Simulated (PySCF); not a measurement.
# C3H6Cl2Si2: electronic excitations

Wanted: the electronic excitations of C3H6Cl2Si2 (`[SiH3]C#C[SiH2]C(Cl)Cl`), by calculation.

Programs: PySCF 2.14.0, with density-fitted response routines of our own. Each step states its level of theory. These are calculated values for one molecule in the gas phase, unless marked as measured. Atoms are numbered from 0 throughout.

### Step 1. Starting geometry

13 atoms, charge 0, multiplicity 1; geometry from: GFN2-xTB.

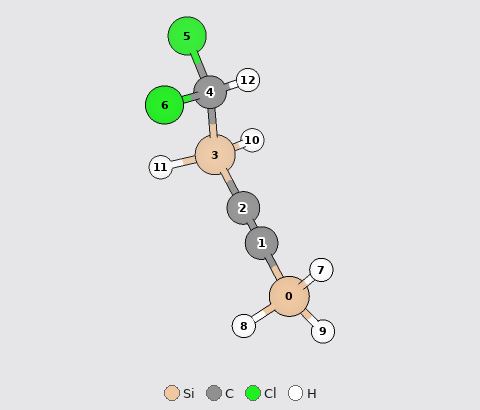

As it starts; silicon light orange, carbon grey, chlorine green, hydrogen white, atoms numbered.

### Step 2. Ultraviolet spectrum: B3LYP/def2-SVPD

The job: settings as JSON, then the geometry in Å.

```
{"job": {"kind": "uv", "xc": "B3LYP", "basis": "def2-SVPD", "nstates": 8, "ntriplets": 3}, "charge": 0, "multiplicity": 1}
Si     3.170880     0.784856    -0.097291
C      1.470613     0.060221    -0.242573
C      0.354123    -0.402793    -0.327334
Si    -1.342367    -1.116354    -0.447858
C     -2.481411     0.180984     0.420648
Cl    -4.178972    -0.332061     0.287388
Cl    -2.037223     0.334832     2.135551
H      3.030490     2.240533    -0.029327
H      3.783799     0.249338     1.119175
H      3.919681     0.385286    -1.290776
H     -1.794540    -1.200136    -1.837284
H     -1.471195    -2.367497     0.293259
H     -2.428266     1.183278    -0.001307
```

Method: TDDFT B3LYP/def2-SVPD, vertical, gas phase, core orbitals frozen in the response.

Launch:

```
$ OMP_NUM_THREADS=1 python probes_run.py task.json out
```

The driver reads the jobs from task.json and runs them one after another.

Standard output:

```text
coarse grid: 13480 points
cycle   1  E = -1616.5457278389  dE =  4.566e-01  |g| = 4.348e-01  |ddm| = 7.791e+00
cycle   2  E = -1616.4998998644  dE =  4.583e-02  |g| = 5.931e-01  |ddm| = 2.025e+00
cycle   3  E = -1616.5957869375  dE = -9.589e-02  |g| = 1.093e-01  |ddm| = 8.770e-01
cycle   4  E = -1616.5979869666  dE = -2.200e-03  |g| = 6.271e-02  |ddm| = 2.169e-01
cycle   5  E = -1616.5988666086  dE = -8.796e-04  |g| = 2.567e-02  |ddm| = 1.021e-01
cycle   6  E = -1616.5990338904  dE = -1.673e-04  |g| = 4.716e-03  |ddm| = 3.991e-02
cycle   7  E = -1616.5990406396  dE = -6.749e-06  |g| = 1.031e-03  |ddm| = 1.229e-02
final grid: 113200 points
cycle   8  E = -1616.7882603600  dE = -1.290e-05  |g| = 4.161e-03  |ddm| = 1.314e-01
cycle   9  E = -1616.7882549326  dE =  5.427e-06  |g| = 6.127e-03  |ddm| = 1.663e-02
cycle  10  E = -1616.7882648623  dE = -9.930e-06  |g| = 8.027e-04  |ddm| = 8.864e-03
cycle  11  E = -1616.7882650380  dE = -1.757e-07  |g| = 1.795e-04  |ddm| = 1.549e-03
cycle  12  E = -1616.7882650438  dE = -5.851e-09  |g| = 1.110e-04  |ddm| = 3.431e-04
cycle  13  E = -1616.7882650468  dE = -2.919e-09  |g| = 3.464e-05  |ddm| = 1.777e-04
cycle  14  E = -1616.7882650471  dE = -3.333e-10  |g| = 4.442e-06  |ddm| = 6.016e-05
converged SCF energy = -1616.7882650471

Static polarisability (au): isotropic 120.330, principal 90.499 105.767 164.726

Singlet excitations
state   eV       nm        f      main configurations
  1   5.4979    225.5   0.00065   H-1->L 0.83
  2   5.6349    220.0   0.03896   H->L 0.63, H-1->L+1 0.26
  3   5.7432    215.9   0.00089   H->L+1 0.59, H-2->L+1 0.22, H-1->L 0.10
  4   5.9844    207.2   0.03246   H-2->L 0.45, H->L 0.23, H-1->L+1 0.15
  5   6.3976    193.8   0.00244   H-3->L 0.68, H-2->L 0.20
  6   6.4410    192.5   0.00527   H-2->L+1 0.52, H->L+1 0.29
  7   6.5983    187.9   0.00397   H->L+2 0.71
  8   6.8092    182.1   0.00283   H->L+3 0.50, H->L+4 0.20, H-4->L 0.15

Triplet excitations (Tamm-Dancoff, eV): 4.6319 5.0063 5.0183
```

Run time: 82 s. Hardware: 1 thread of Arm Neoverse N1, shared host; peak memory 0.84 GiB.

Frontier orbitals and where they lie:

```tsv
orbital	eV	atoms
HOMO−3	-8.57	Cl6 38 %, Cl5 35 %, C2 9 %
HOMO−2	-8.35	Cl6 28 %, C2 20 %, C1 19 %
HOMO−1	-8.16	C2 38 %, C1 38 %, Si0 6 %
HOMO	-7.88	Cl5 22 %, Cl6 21 %, C4 15 %
LUMO	-1.27	C1 21 %, C2 21 %, Si3 15 %
LUMO+1	-0.91	C1 28 %, C2 27 %, Si0 14 %
LUMO+2	-0.28	Cl6 37 %, C4 22 %, Cl5 14 %
```

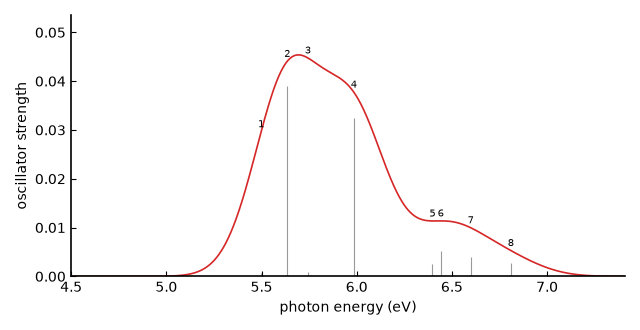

Absorption spectrum from the 8 singlet states computed; above the last one it falls off for lack of states. Lines are broadened to a width of 0.40 eV (Gaussian).

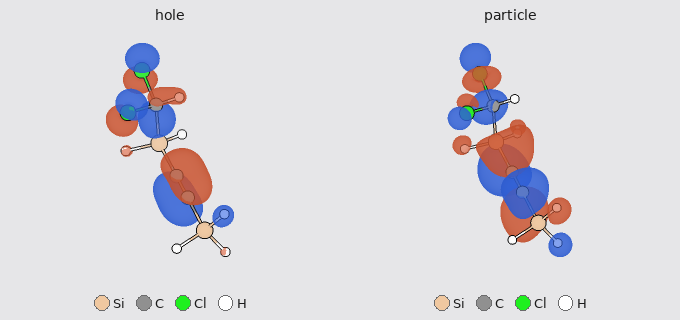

Leading natural transition orbitals of singlet state 2: the electron leaves the hole (left) for the particle orbital (right).

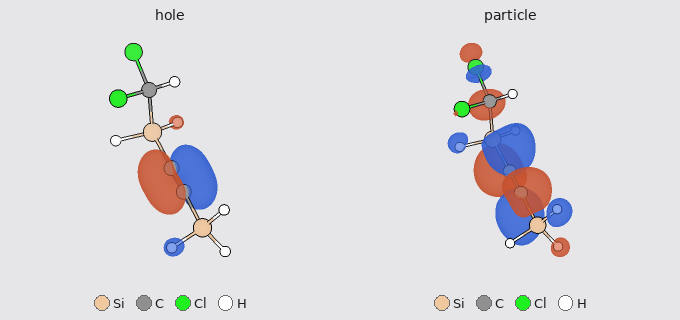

Leading natural transition orbitals of singlet state 1: the electron leaves the hole (left) for the particle orbital (right).

Further results of this job:

```tsv
property	computed
dipole moment (D)	2.25
polarisability (Å³)	17.83
HOMO–LUMO gap (eV)	6.60
−ε(HOMO) (eV)	7.88
```

Orbitals, density, ELF and potential are computed afterwards from the orbital file.

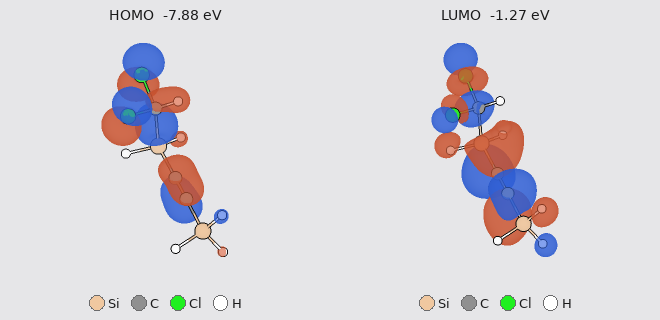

B3LYP/def2-SVPD orbitals near the gap, drawn at the value that encloses 70 % of each; the two colours are the two signs.

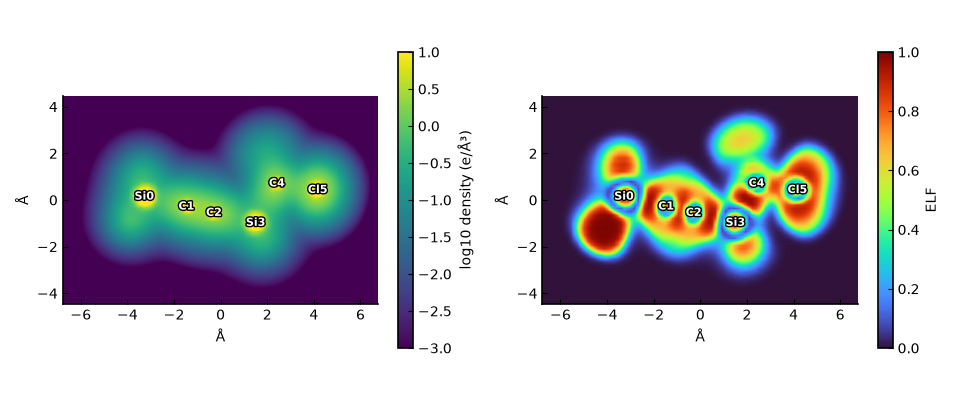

Density (left) and ELF (right) in a plane through or near 6 of the atoms.

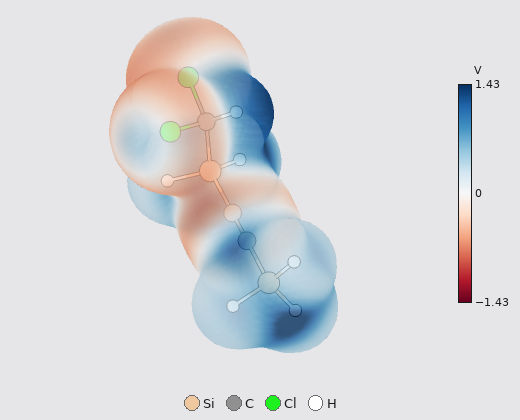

Electrostatic potential on the surface of density 0.002 e/bohr³; red is low, blue high. It runs from -0.62 V near Cl6 to 1.43 V near H9.

### Step 3. Summary of results

```
                                quantity                        value
        lowest singlet (B3LYP/def2-SVPD)  5.50 eV (226 nm), f = 0.001
brightest single state of those computed  state 2, 5.63 eV, f = 0.039
                          lowest triplet                      4.63 eV
   surface potential, least and greatest           -0.62 V and 1.43 V
```

In words: The lowest singlet, at 5.50 eV, is HOMO−1→LUMO 0.83 and is dark; of the 8 states computed, the strongest absorption comes from state 2 at 5.63 eV. The lowest triplet lies 0.87 eV below the lowest singlet (triplets in Tamm-Dancoff, singlets in full TDDFT). At B3LYP/def2-SVPD, counted by nearest atom on the grid, the HOMO lies on Cl5, Cl6 about 22 % each; C1, C2, C4 about 13 % each, the LUMO on C1, C2 about 21 % each; Si3 10 %.
